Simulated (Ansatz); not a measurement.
# AlCl2F (SMILES [F][Al]([Cl])[Cl]) at 6 levels

We compute a comparison of 6 runs (HF/STO-3G, BLYP/STO-3G, UB3LYP/STO-3G, CCSDT(Q)/STO-3G, CCSDT/STO-3G, CCSD(T)/STO-3G) of AlCl2F. 

The calculation is run with Ansatz 0.2.0.

61 further runs of the same task are left out: 5 that didn't finish, 56 set aside as unsound or not needed.

### 1 The structure to begin with

AlCl2F has 4 atoms, charge 0, and is taken as a singlet. As SMILES, `[F][Al]([Cl])[Cl]`. The Al2–F1 distance was set to 2.449 Å, away from the relaxed value.

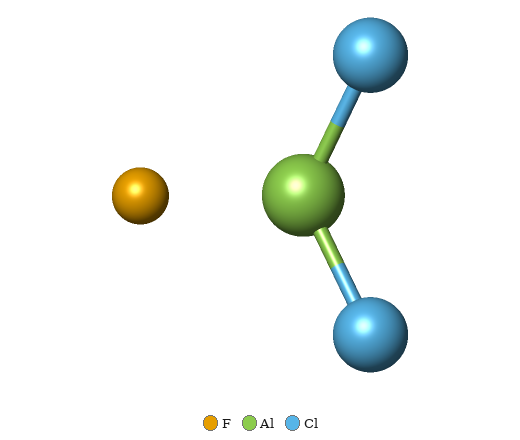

The structure, seen from a chosen angle (fluorine amber, aluminium green, chlorine blue).

### 2 The energy at HF/STO-3G (run 1)

Contents of in.yaml:

```yaml
crystal:
  periodic: [false, false, false]
  atoms:
    - {symbol: F, position_ang: [0.128729, 0.571562, 2.476711]}
    - {symbol: Al, position_ang: [0.004800, 0.021530, 0.093600]}
    - {symbol: Cl, position_ang: [1.223040, -1.463690, -0.663450]}
    - {symbol: Cl, position_ang: [-1.315270, 1.053930, -1.112510]}
basis:
  gaussian:
    orbitals: STO-3G
hamiltonian:
  xc: hf
accuracy: high
```

Run with:

```bash
$ ansatz run in.yaml --threads 1 --pin off --max-ram 3480MiB --events-out events.jsonl --progress --plain --runs-dir runs
```

What it wrote:

```text
Warning: RAYON_NUM_THREADS=1 ignored (pool sized by the plan → 1); use --threads N
Functional definition: HF
  name "HF"
  exchange = exact_x
  correlation = 0
580 factors; integrals over basis functions are off by at most 2.6e-8 eV
mean field evaluation 1: about -33904.9248 eV, gradient 2.8e1 eV
mean field evaluation 2: about -33904.9369 eV, gradient 2.8e1 eV
mean field evaluation 4: about -33911.6765 eV, gradient 2.8e0 eV
mean field evaluation 8: about -33911.7344 eV, gradient 6.0e-2 eV
mean field -33911.73446763 eV, -1246.2332554862 hartree, gradient 8.6e-9 eV, S^2 0.000000; 0 other end points of the search recorded, 0 dependent functions left out
reference -33911.73446763 eV, -1246.2332554862 hartree; 28, 28 occupied and 4, 4 virtual orbitals, 580 factors
Total energy: -33911.73446763 eV, -1246.2332554862 hartree
```

It took 0.26 s on 1 thread of Arm Neoverse V1, shared host.

### 3 The energy at BLYP/STO-3G (run 2)

Changes to in.yaml since step 2:

```diff
@@ -11,3 +11,3 @@
 hamiltonian:
-  xc: hf
+  xc: {name: BLYP}
 accuracy: high
```

Run with:

```bash
$ ansatz run in.yaml --threads 1 --pin off --max-ram 3480MiB --events-out events.jsonl --progress --plain --runs-dir runs
```

What it wrote:

```text
Warning: RAYON_NUM_THREADS=1 ignored (pool sized by the plan → 1); use --threads N
Functional definition: BLYP
  name "BLYP"
  parameter beta = 0.0042
  parameter a = 0.04918
  parameter b = 0.132
  parameter c = 0.2533
  parameter d = 0.349
  exchange = b88_x(beta = beta)
  correlation = lyp_c(a = a, b = b, c = c, d = d)
580 factors; integrals over basis functions are off by at most 2.6e-8 eV
mean field evaluation 1: about -33954.9529 eV, gradient 4.0e1 eV
mean field evaluation 2: about -33642.4637 eV, gradient 1.1e2 eV
mean field evaluation 4: about -33962.8832 eV, gradient 1.7e1 eV
mean field evaluation 8: about -33962.8833 eV, gradient 1.7e1 eV
mean field evaluation 16: about -33964.3898 eV, gradient 3.3e-5 eV
mean field -33964.38975606 eV, -1248.1683016448 hartree, gradient 3.7e-8 eV, S^2 0.000000; 0 other end points of the search recorded, 0 dependent functions left out
reference -33964.38979421 eV, -1248.1683030470 hartree; 28, 28 occupied and 4, 4 virtual orbitals, 580 factors
Total energy: -33964.38979421 eV, -1248.1683030470 hartree
```

Run time: 1.9 s. Hardware: 1 thread of Arm Neoverse V1, shared host; peak memory 0.11 GiB.

Runs 3 to 4 aren't shown in full; the table further down has their settings and results.

### 4 A single-point energy at CCSDT/STO-3G (run 5)

Contents of job.yaml:

```yaml
crystal:
  periodic: [false, false, false]
  atoms:
    - symbol: F
      position_ang: [0.128729, 0.571562, 2.476711]
    - symbol: Al
      position_ang: [0.004800, 0.021530, 0.093600]
    - symbol: Cl
      position_ang: [1.223040, -1.463690, -0.663450]
    - symbol: Cl
      position_ang: [-1.315270, 1.053930, -1.112510]
basis:
  gaussian:
    orbitals: STO-3G
correlation:
  method: ccsdt
  frozen_orbitals: {Al: 5, Cl: 5, F: 1}
accuracy: high
scf:
  omitted_lower_state_checks: [cluster_reference, increment]
```

Run with:

```bash
$ ansatz run job.yaml --threads 1 --pin off --max-ram 3480MiB --events-out events.jsonl --progress --plain --runs-dir runs
```

What it wrote:

```text
Warning: RAYON_NUM_THREADS=1 ignored (pool sized by the plan → 1); use --threads N
[... 11 lines left out ...]
16 core orbitals not correlated: weight in the atoms' cores, before any rotation towards them, 0.999 or more for the frozen orbitals, at most 0.000 for the correlated occupied ones
[... 40 lines left out ...]
WARN: these amplitudes may be one of several solutions (largest doubles amplitude 0.42, level shift 3.36 eV)
Total energy: -33915.31104206 eV, -1246.3646921723 hartree
Checks for a lower state left out: cluster_reference, increment
```

Run time: 0.91 s. Hardware: 1 thread of Arm Neoverse V1, shared host.

### 5 A single-point energy at CCSD(T)/STO-3G (run 6)

Contents of run.yaml:

```yaml
crystal:
  periodic: [false, false, false]
  atoms:
    - {symbol: F, position_ang: [0.128729, 0.571562, 2.476711]}
    - {symbol: Al, position_ang: [0.004800, 0.021530, 0.093600]}
    - {symbol: Cl, position_ang: [1.223040, -1.463690, -0.663450]}
    - {symbol: Cl, position_ang: [-1.315270, 1.053930, -1.112510]}
basis:
  gaussian:
    orbitals: STO-3G
accuracy: high
correlation:
  method: ccsd_t
  frozen_orbitals: {Al: 5, Cl: 5, F: 1}
scf:
  omitted_lower_state_checks: [cluster_reference, increment]
```

Run with:

```bash
$ ansatz run run.yaml --threads 1 --pin off --max-ram 3480MiB --events-out events.jsonl --progress --plain --runs-dir runs
```

What it wrote:

```text
Warning: RAYON_NUM_THREADS=1 ignored (pool sized by the plan → 1); use --threads N
[... 11 lines left out ...]
16 core orbitals not correlated: weight in the atoms' cores, before any rotation towards them, 0.999 or more for the frozen orbitals, at most 0.000 for the correlated occupied ones
[... 31 lines left out ...]
WARN: these amplitudes may be one of several solutions (largest doubles amplitude 0.41, level shift 3.36 eV)
Total energy: -33915.29033520 eV, -1246.3639312090 hartree
Checks for a lower state left out: cluster_reference, increment
```

Run time: 0.4 s. Hardware: 1 thread of Arm Neoverse V1, shared host.

### 6 The series

```csv
run,level,frozen core orbitals,energy (Eh),wall time
1,HF/STO-3G,–,-1246.233255,0.26 s
2,BLYP/STO-3G,–,-1248.168303,1.9 s
3,UB3LYP/STO-3G,–,-1248.306133,6.6 s
4,CCSDT(Q)/STO-3G,16,-1246.364692,1 s
5,CCSDT/STO-3G,16,-1246.364692,0.91 s
6,CCSD(T)/STO-3G,16,-1246.363931,0.4 s
```

### 7 Outcome

| quantity | value |
| --- | --- |
| run 6: total energy | -1246.36393 Eh |
| run 6: correlation energy (16 core orbitals frozen) | -130.7 mEh |
| run 6: (T) correction | -3.54 mEh |
| run 6: T1 diagnostic | 0.022 |

In words: Below the HF energy at the same shape and in the same basis (STO-3G): CCSDT(Q) -131.4 mEh; CCSDT -131.4 mEh; CCSD(T) -130.7 mEh. Totals of different functionals can't be ranked against each other. In runs 4, 5, 6 the log says that unrestricted orbitals would lower the reference, so the values rest on an unstable closed-shell determinant (other closed-shell runs at this shape may share the fault). In runs 1, 2, 3, 4, 5, 6 the basis is minimal, so the values are rough. Spin contamination of the reference: run 3 ⟨S²⟩ = 0.20. All runs together took 11 s, the longest 6.6 s.
